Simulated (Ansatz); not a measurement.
# HfGe (model cell, started as zinc blende): from the cell to its phonons, part 2 of 2

Wanted: phonon frequencies of HfGe (model cell, started as zinc blende) and what follows from them.

Ansatz 0.2.0; DFT PBEsol, scalar-relativistic, plane waves, PAW.

So far. Step 3 (Relaxation, k-mesh 10×10×10, smearing width 0.01 eV): Little changed from the start: no atom moved by 0.005 Å and no cell edge by 0.1 %. The relaxed cell has a = 6.021 Å (conventional setting).

The structure was built from a prototype and need not be the compound's stable phase.

## 4. Tight relaxation

Phonons need a cell at rest on their own settings, so the relaxation is repeated with tight tolerances on forces and stress, using the mesh and the filling of the phonon run that follows.

Contents of input.yaml:

```yaml
crystal:
  lattice:
    - [0.0, 3.0103292856, 3.0103292856]
    - [3.0103292856, 0.0, 3.0103292856]
    - [3.0103292856, 3.0103292856, 0.0]
  atoms:
    - { symbol: Hf, position: [0.0, 0.0, 0.0] }
    - { symbol: Ge, position: [0.25, 0.25, 0.25] }
kpoints:
  mp_grid: { grid: [12, 12, 12] }
hamiltonian:
  xc: pbesol
scf:
  occupations: { method: gaussian, width: 0.01 }
output:
  forces: true
  stress: true
  eigenvalues: true
relax:
  adjacent_minimum: "off"
  f_tol: 0.001
  max_steps: 60
  cell: { stress_tol: 0.01 }
```

Started as:

```
$ ansatz run input.yaml --threads 4 --pin off --max-ram 7168MiB --backend cpu --events-out ev --progress --plain --runs-dir out
```

Numbers of over 12 decimals in the logs are rounded to 6 here.

The program printed:

```text
[...]
Crystal: 2 atoms, lattice volume = 54.560 Å³
Basis set: ecut = 420 eV, 1067 PW (Γ), exchange–correlation on 60×60×60 points (8 copies of the dense FFT grid, shifted against one another)
Bands: 24, of which v1, the nominal top of the filled ones, is band 20 counted from 1 (19 counted from 0)
Symmetry: 24 space group operations
[...]
k-points: 72 of 1728 (time reversal used)
[...]
k-point 71: bands = [... 16 lower, 3.1247, 8.0962, 8.1907, 10.0246, 10.5876, 12.2372, 12.6549, 13.6402]
--- Relaxed structure (3 steps of the walk, 3 accepted, 1 SCFs on fresh bases) ---
[...]
cell:  # Å, volume = 54.5778 Å³
    - [0, 3.010662, 3.010662]
    - [3.010662, 0, 3.010662]
    - [3.010662, 3.010662, 0]
  atoms:
    - { symbol: Hf, position: [0, 0, 0] }
    - { symbol: Ge, position: [0.25, 0.25, 0.25] }
[key lines of the parts left out:]
SCF converged after 5 iterations
Free energy (F): -19850.687862 eV
Fermi energy:    10.327119 eV
P = ⅓ Tr σ = 0.0001 GPa (0.001 kbar)
```

Run time: 24 s. Hardware: 4 threads of Intel Xeon 6975P-C (Granite Rapids), shared host; peak memory 0.51 GiB; 58 s of CPU time.

Little changed from the start: no atom moved by 0.005 Å and no cell edge by 0.1 %.

Numbers from this step:

```yaml
pressure: 7.04e-5 GPa
volume_per_atom: 27.29 Å³
gap_on_the_k_mesh: 0.07647 eV
direct_gap_on_mesh: 0.07647 eV
```

The forces vanish by symmetry and the pressure is 0.000 GPa, within the tolerances set. The cell now holds 27.29 Å³/atom.

## 5. Phonons on a q mesh

Stability and thermal properties need the whole zone. Linear response on a 4×4×4 q mesh gives force constants as far as a supercell of that size would.

Contents of input.yaml:

```yaml
crystal:
  lattice:
    - [0.0, 3.0106617455, 3.0106617455]
    - [3.0106617455, 0.0, 3.0106617455]
    - [3.0106617455, 3.0106617455, 0.0]
  atoms:
    - { symbol: Hf, position: [0.0, 0.0, 0.0] }
    - { symbol: Ge, position: [0.25, 0.25, 0.25] }
kpoints:
  mp_grid: { grid: [12, 12, 12] }
hamiltonian:
  xc: pbesol
scf:
  occupations: { method: gaussian, width: 0.01 }
output:
  eigenvalues: true
phonons:
  method: dfpt
  qmesh: [4, 4, 4]
  temperatures: { t_max: 1000, t_step: 50 }
  qpath:
    path:
      - [[0.0, 0.0, 0.0], [-0.5, -0.5, 0.0], [-0.375, -0.375, 0.25]]
      - [[-0.375, 0.0, 0.375], [0.0, 0.0, 0.0], [0.0, 0.0, 0.5], [-0.5, -0.25, 0.25], [-0.5, -0.5, 0.0]]
    npoints: 10
```

The program printed:

```text
Warning: phonons: the dynamical matrix that this run interpolates holds no multipole term above the dipole-dipole one, and a site of this crystal is no centre of inversion, so its interpolated transverse optical and acoustic branches and sound speeds can stay off near Gamma, and the density of states and the thermodynamics with them. What a run solves at a wave vector of phonons.qpoints, Gamma apart, where the deck admits one, is free of this, and under fd what a larger phonons.supercell samples
[...]
Crystal: 2 atoms, lattice volume = 54.578 Å³
Basis set: ecut = 420 eV, 1067 PW (Γ), exchange–correlation on 60×60×60 points (8 copies of the dense FFT grid, shifted against one another)
Bands: 24, of which v1, the nominal top of the filled ones, is band 20 counted from 1 (19 counted from 0)
Symmetry: 24 space group operations
k-points: 72 of 1728 (time reversal used)
[...]
SCF iter   1: F=—  HF=-19850.689234 eV  |F-HF|=—  |Δ(HF+E_count)|=         —  Δρ=4.12e-3  dr2=1.03e-2  ethr=1.77e-3  ⟨swp⟩=4.7  Hψ=6582  notcnv=0
[...]
SCF iter   9: F=-19850.687862 eV  HF=-19850.687862 eV  |F-HF|=7.28e-12  |Δ(HF+E_count)|=  3.64e-11  Δρ=1.08e-7  dr2=2.83e-12  ethr=1.00e-12  ⟨swp⟩=6.0  Hψ=8492  notcnv=0
SCF 1 converged in 9 iterations: F = -19850.687862 eV  dr2 = 2.83e-12
[...]
SCF iter   3: F=-19850.687862 eV  HF=-19850.687862 eV  |F-HF|=7.28e-12  |Δ(HF+E_count)|=  4.00e-11  Δρ=1.29e-7  dr2=8.10e-12  ethr=1.00e-12  ⟨swp⟩=2.0  Hψ=5360  notcnv=0
SCF 2 converged in 3 iterations: F = -19850.687862 eV  dr2 = 8.10e-12
k-points: 280 of 1728 (irreducible under 4 space group operations, time reversal used)
[...]
SCF iter   3: F=-19850.687862 eV  HF=-19850.687862 eV  |F-HF|=1.82e-11  |Δ(HF+E_count)|=  2.91e-11  Δρ=1.80e-7  dr2=1.78e-11  ethr=1.00e-12  ⟨swp⟩=1.6  Hψ=15124  notcnv=0
SCF 3 converged in 3 iterations: F = -19850.687862 eV  dr2 = 1.78e-11
NSCF: frozen V_eff on 280 k-points
[...]
DFPT response loops at Γ: preconditioner auto → Resta (q_TF=auto, 2.591 Å⁻¹)  ε∞=28.0 (no band partly filled); β = 1.00, the filter's whole step (`scf.mixing.beta` (0.50) is not read by the response loops at its default; to damp them type it under 1.00, their step now; it binds the ground state too); Broyden in place of MSR1
── the response to a field inside a basis, on 14×14×14 k-points: an SCF that follows is theirs, and a resumed run solves both again ──
Bands: 21, of which v1, the nominal top of the filled ones, is band 20 counted from 1 (19 counted from 0)
k-points: 280
[...]
Eigensolver: Dense (280 Hₖ)
SCF iter   1: F=—  HF=-19850.685279 eV  |F-HF|=—  |Δ(HF+E_count)|=         —  Δρ=8.24e-5  dr2=1.56e-6  ethr=1.00e-1
[...]
SCF iter   4: F=-19850.685277 eV  HF=-19850.685277 eV  |F-HF|=5.89e-8  |Δ(HF+E_count)|=   5.56e-8  Δρ=1.20e-5  dr2=8.43e-8  ethr=3.16e-10
SCF 1 converged in 4 iterations: F = -19850.685277 eV  dr2 = 8.43e-8
[...]
DFPT response loops at q = (0, 0, 0) (fractional): preconditioner auto → Resta (q_TF=auto, 2.591 Å⁻¹)  ε∞=28.0 (no band partly filled); β = 1.00, the filter's whole step (`scf.mixing.beta` (0.50) is not read by the response loops at its default; to damp them type it under 1.00, their step now; it binds the ground state too); Broyden in place of MSR1
[...]
SCF converged after 9 iterations
Free energy (F): -19850.687862 eV
[...]
Internal energy: -19850.687862 eV  (E = F + TS)
E sigma→0 (E₀):  -19850.687862 eV
Fermi energy:    10.327119 eV
[...]
--- Band table (eV; the first three rows and the last of 72) ---
  k-point 0: bands = [... 16 lower, 1.3152, 8.9607, 8.9607, 8.9607, 12.0627, 12.0627, 13.7081, 17.7124]
  k-point 1: bands = [... 16 lower, 1.3876, 8.7980, 8.9976, 8.9976, 12.0232, 12.0232, 13.9884, 17.1468]
  k-point 2: bands = [... 16 lower, 1.5940, 8.4208, 9.0922, 9.0922, 11.9529, 11.9529, 14.6471, 15.9223]
  k-point 71: bands = [... 16 lower, 3.1247, 8.0962, 8.1907, 10.0246, 10.5876, 12.2372, 12.6549, 13.6402]
--- Phonons (Γ-DFPT): 2 representative perturbations + reference (Σ response iterations 6) ---
  ASR residual: 4.759e-6 → 0.000e0 eV/Å²; symmetrization residual: 2.226e-6 eV/Å²
  ASR residual per site (eV/Å²): 3.38e-6 4.76e-6
  Γ frequencies (cm⁻¹): 0.00 0.00 0.00 203.52 203.52 203.52
  Unit cell's response to a homogeneous field: 3 representative field directions (Σ response iterations 15)
  ε∞ (high-frequency dielectric tensor):
       47.864282     0.000000    -0.000000
        0.000000    47.864282    -0.000000
       -0.000000    -0.000000    47.864282
  ε⁰ (static dielectric tensor): not given — the deck does not say what the cell's rigid motions are, and on a molecule in a box or a wire the rigid rotations would enter the sum over the modes at Γ. For a crystal or a slab, whose only rigid motions are the translations, set phonons.rigid_motions: translations.
  Born effective charges Z* (e; rows j = field, columns β = displacement):
    site 0:
         5.21506    0.00000    0.00000
        -0.00000    5.21506    0.00000
        -0.00000    0.00000    5.21506
    site 1:
        -5.21506   -0.00000   -0.00000
         0.00000   -5.21506   -0.00000
         0.00000   -0.00000   -5.21506
  Z* charge neutrality: 1.045e-3 e pre-enforcement
  solved inside a basis spanned on the 12×12×12 k-mesh, on 14×14×14 k-points transformed towards the longest dipole: ε∞ is read to err by 1.8e-1, Z* by 3.1e-2 e; Z* is corrected for what the basis lacks
  optical modes at Γ without the LO–TO term, one row a degenerate level:
      ω (cm⁻¹)  modes    IR ((D/Å)²/amu)
        203.52      3            36.4633
  optical modes at Γ + LO–TO along q̂ = [1.0000, 0.0000, 0.0000]:
      ω (cm⁻¹)  modes    IR ((D/Å)²/amu)
        203.52      2            24.3089
        226.59      1            12.1544
  optical modes at Γ + LO–TO along q̂ = [0.0000, 1.0000, 0.0000]:
      ω (cm⁻¹)  modes    IR ((D/Å)²/amu)
        203.52      2            24.3089
        226.59      1            12.1544
  optical modes at Γ + LO–TO along q̂ = [0.0000, 0.0000, 1.0000]:
      ω (cm⁻¹)  modes    IR ((D/Å)²/amu)
        203.52      2            24.3089
        226.59      1            12.1544
--- Phonons (arbitrary-q DFPT): 8 irreducible q on the 4×4×4 mesh ---
  q = [0.0000, 0.0000, 0.0000] (star 1, of the zone-centre solve; hermiticity 5.66e-7, symmetrization 2.47e-12): -0.00 0.00 0.00 203.52 203.52 203.52
  q = [0.0000, 0.0000, 0.2500] (star 8, 2 solved perturbations on 936 of 1728 k-point pairs; hermiticity 5.41e-7, symmetrization 4.81e-12): -13.27 -13.27 69.25 206.48 206.48 225.58
[...]
q = [0.0000, 0.2500, 0.2500] (star 6, 4 solved perturbations in 1608 linear systems a pass and spin channel, the states on 510 of 1728 k-point pairs; hermiticity 1.17e-6, symmetrization 1.55e-12): -12.98 -12.98 75.08 202.24 202.24 224.45
[...]
sum rule: each row above includes the acoustic sum rule's correction from the zone centre's row sums; it moved no ω² by more than (0.13 cm⁻¹)²
  mesh force constants: q→R imaginary residual 2.54e-18; ASR residual 4.759e-6 → 0.000e0 eV/Å²; symmetrization residual 5.329e-15 eV/Å²
  interpolated dispersion: 63 rows × 6 modes
  density of states and harmonic sums: on the 20×20×20 q-mesh, interpolated from the force constants of a 4×4×4 supercell (with the dipole–dipole term)
  largest difference from the sums on the solved wave vectors: F 7.38e-2 eV, S 8.81e-5 and C_V 1.44e-5 eV/K
  zero-point energy: 0.044782 eV/cell   skipped modes (ω ≤ 0): 286, of them read as no rigid motion or as one in doubt: 283 (1.025e0 modes/cell left out, lowest -19.51 cm⁻¹)   left out of the sums: 1.71e-1 of the cell's modes: C_V's classical limit lies that fraction below 3 k_B per atom; for a crystal, a wire or a layer, F and S can be off by more, and a phonons.interpolated_qmesh denser along its periods is the remedy for the sampling
```

Elapsed: 14 min, on 4 threads; peak memory 4.5 GiB; 49 min of CPU time.

In the SCF lines HF is the Harris–Foulkes energy and dr2 the Hartree energy of the density residual, in eV; the loop may stop once dr2 is under the threshold and the program's other checks hold. Hψ counts applications of the Hamiltonian.

This step gave:

```yaml
sum_rule_residual_before_enforcement: 4.76e-6 eV/Å²
miss_of_the_charge_sum_rule: 0.001045 e
estimated_error_of_the_dielectric_tensor: 0.1811
estimated_error_of_the_born_charges: 0.03062 e
lowest_frequency_on_the_path: -19.51 cm⁻¹
point_group: -43m
highest_frequency_on_the_path_or_at_a_solved_wavevector: 228.9 cm⁻¹
highest_optical_mode_at_the_zone_centre_no_lo_to_term: 203.5 cm⁻¹
lowest_optical_zone_centre_mode: 203.5 cm⁻¹
mean_high_frequency_dielectric_constant: 47.86
largest_born_charge_third_of_the_trace: 5.215 e
top_of_the_zone_centre_spectrum_with_the_field: 226.6 cm⁻¹
lowest_mode_on_the_q_mesh_acoustic_modes_at_gamma_apart: -13.27 cm⁻¹
```

Optical modes at the zone centre, without and with the macroscopic field of the longitudinal modes; each column is sorted by frequency, so a row need not hold one and the same mode. Modes with and without the field, by row:

```tsv
rank among optical modes	no field (cm⁻¹)	q along (1, 0, 0) (cm⁻¹)
1	203.5	203.5
2	203.5	203.5
3	203.5	226.6
```

Born charge (rows field, columns displacement) (e), principal values of the symmetric part by kind of site:

```tsv
atom	atoms with these values	low	middle	high	mean
Hf1	1	5.22	5.22	5.22	5.22
Ge2	1	-5.22	-5.22	-5.22	-5.22
```

In full for Hf1:

```
5.22 0.00 0.00
0.00 5.22 0.00
0.00 0.00 5.22
```

High-frequency dielectric tensor:

```
47.86  0.00  0.00
 0.00 47.86  0.00
 0.00  0.00 47.86
```

Transverse modes. Infrared lines, with heights relative to the strongest:

```tsv
position (cm⁻¹)	label	relative intensity
204	T2	100
```

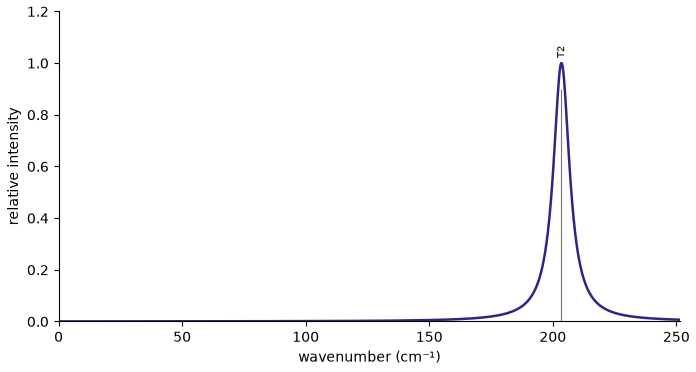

The infrared spectrum, broadened with Lorentzians of width 8 cm⁻¹; bars mark the lines.

Frequencies (cm⁻¹) solved at each irreducible wavevector; negative means imaginary. Frequencies by wavevector, by row:

```tsv
q in reciprocal lattice units	star	mode 1	mode 2	mode 3	mode 4	mode 5	mode 6
0 0 0	1	0	0	0	203.5	203.5	203.5
0 0 0.25	8	-13.3	-13.3	69.2	206.5	206.5	225.6
0 0 -0.5	4	5.6	5.6	101.4	207.2	207.2	211
0 0.25 0.25	6	-13	-13	75.1	202.2	202.2	224.4
0 0.25 -0.5	24	5	8.6	111.6	198.8	200.9	205.1
0 0.25 -0.25	12	-13.2	19.8	101.5	200.8	204	211.3
0 -0.5 -0.5	3	-6.7	-6.7	127.8	191.4	193.8	193.8
0.25 -0.5 -0.25	6	-11.8	7.2	122.7	191.4	197.1	198.1
```

Interpolated from a 4×4×4 q mesh, with the LO-TO term (at Γ the limit along the path; where Γ stands inside the path, tables give the limit on arrival). The phonon branches at the labelled points (cm⁻¹):

```tsv
point	branch 1	branch 2	branch 3	branch 4	branch 5	branch 6
Γ	0	0	0	204	204	227
X	-7	-7	128	191	194	194
U	-9	-8	122	194	197	198
jump to K	-9	-8	122	194	197	198
Γ	0	0	0	204	204	227
L	6	6	101	207	207	211
W	-12	7	123	191	197	198
X	-7	-7	128	191	194	194
```

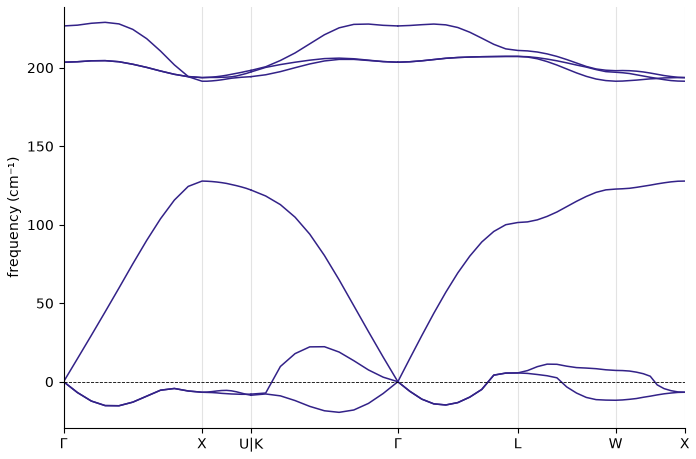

Phonon branches along the path.

The phonon density of states has structure finer than the step of the table below, so its rows give means over 20 cm⁻¹, whole bins alone (the curve runs from -19 to 229 cm⁻¹). Peaks (cm⁻¹: height): -7.0: 0.0935, 11.0: 0.0786, 205.0: 0.279.

Tetrahedra on a 20×20×20 mesh, mean over bins of 2 cm-1. Interpolated from a 4×4×4 q mesh. The phonon density of states by wavenumber; means over each step:

```tsv
wavenumber (cm⁻¹)	phonon density of states (1/cm⁻¹/cell)
0	0.0594
20	0.0227
40	0.00137
60	0.00320
80	0.00678
100	0.0186
120	0.0197
140	0
160	0
180	7.0e-5
200	0.127
```

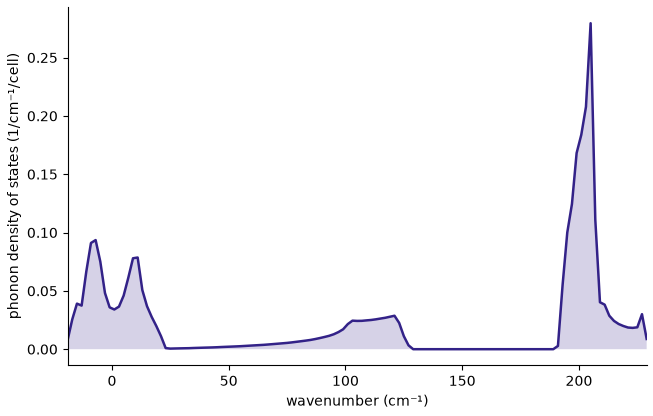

Phonon density of states, plotted against wavenumber.

The partial phonon density of states has structure finer than the step of the table below, so its rows give means over 20 cm⁻¹, whole bins alone (the curve runs from -29.1 to 246 cm⁻¹). Peaks (cm⁻¹: height): Ge -6.7: 0.0272, 204.1: 0.156; Hf -8.4: 0.06, 8.9: 0.0510, 119.4: 0.0259, 204.1: 0.0593.

Phonopy on the run's constants, 17x17x17 mesh, Gaussian sigma 2.0 cm-1. Interpolated from a 4×4×4 q mesh. The partial phonon density of states by wavenumber; means over each step; values in 1/cm⁻¹/cell:

```tsv
wavenumber (cm⁻¹)	Ge	Hf
0	0.0179	0.0389
20	0.00715	0.0164
40	3.7e-4	9.6e-4
60	8.6e-4	0.00246
80	0.00152	0.00522
100	0.00294	0.0155
120	0.00124	0.0185
140	3.7e-7	4.5e-5
160	0	0
180	5.0e-4	1.7e-4
200	0.0925	0.0329
220	0.0183	0.00495
```

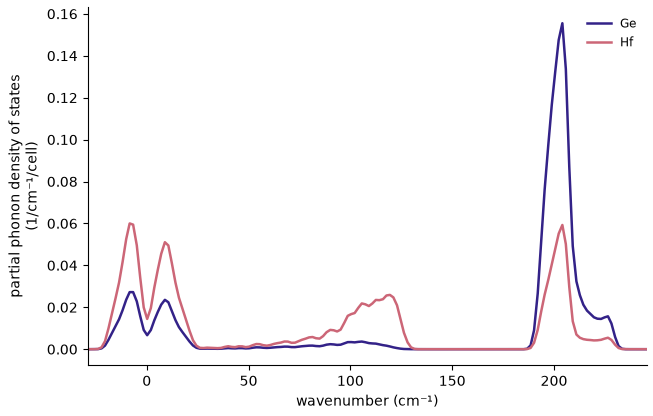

Partial phonon density of states, plotted against wavenumber.

Second derivatives of the energy by pair, one row for each kind of neighbour of each atom listed. Each entry sums the pair over the periodic images of the supercell that the q mesh stands for, and in a polar crystal it holds the long-range dipole part too. Force constants by pair, by row:

```tsv
atom	neighbour	distance (Å)	third of the trace (eV/Å²)	along the pair's line (eV/Å²)
Hf1	itself	0	8.983	–
Hf1	Ge	2.607	-2.142	-6.117
Hf1	Hf	4.258	0.0219	-0.1863
Hf1	Ge	4.993	-0.0408	0.1522
Hf1	Hf	6.021	-0.083	-0.2743
Hf1	Ge	6.562	0.0502	0.115
Hf1	Hf	7.375	-0.0296	-0.0859
Ge2	itself	0	8.409	–
Ge2	Hf	2.607	-2.142	-6.117
Ge2	Ge	4.258	0.0414	-0.3816
Ge2	Hf	4.993	-0.0408	0.1522
Ge2	Ge	6.021	-0.062	-0.1246
Ge2	Hf	6.562	0.0502	0.115
Ge2	Ge	7.375	-0.0147	-0.0736
```

Symmetry leaves 8 wavevectors to solve. The lowest mode among them, the acoustic zeros apart, lies at q = (0, 0, 0.25) and is imaginary, 13.3i cm⁻¹, so the energy falls along it. Between them the interpolated path dips to 20i cm⁻¹.

## 6. Results

```
space group after relaxation (within 0.01 Å)            : F-43m
volume per atom                                         : 27.3 Å³
gap on the k-mesh                                       : 0.0765 eV
highest optical mode at the zone centre (no LO-TO term) : 204 cm⁻¹
top of the zone-centre spectrum with the field          : 227 cm⁻¹
lowest optical zone-centre mode                         : 204 cm⁻¹
mean high-frequency dielectric constant                 : 47.9
largest Born charge (third of the trace)                : 5.22 e
lowest mode on the q mesh (acoustic modes at Γ apart)   : -13.3 cm⁻¹
highest frequency on the path or at a solved wavevector : 229 cm⁻¹
imaginary modes on the 4×4×4 q mesh                     : yes
```

What this shows: Modes are clearly imaginary (beyond 10i cm⁻¹) at 4 of the 8 irreducible wavevectors, most at q = (0, 0, 0.25) (13.3i cm⁻¹), so this structure is not a minimum of the energy. Without the field, the optical modes at Γ form one degenerate level at 204 cm⁻¹. With the macroscopic field of the longitudinal modes the top of the zone-centre spectrum lies at 227 cm⁻¹, against 204 cm⁻¹ without it. The strongest infrared line is at 204 cm⁻¹. The program warns that the interpolation holds no quadrupole term, so branches close to Γ can be off in this crystal. So large a dielectric constant goes with a nearly closed gap, and the tensors of the field response are rough. Spin-orbit coupling is left out, which can matter for the heavy elements here. The starting cell was built on a prototype and not taken from a measurement, so the phase need not exist. These are harmonic frequencies at zero temperature: anharmonic shifts, linewidths and thermal expansion are left out.

[Logs are printed without paths, hosts, clocks, repeated set-up lines and the standing remarks that a program may print on its own settings, such as how far it seeks lower states.]

[Hosts, paths, dates, database ids (printed as entryN), source tags and the programs' standing remarks are cut or masked in the printed files.]
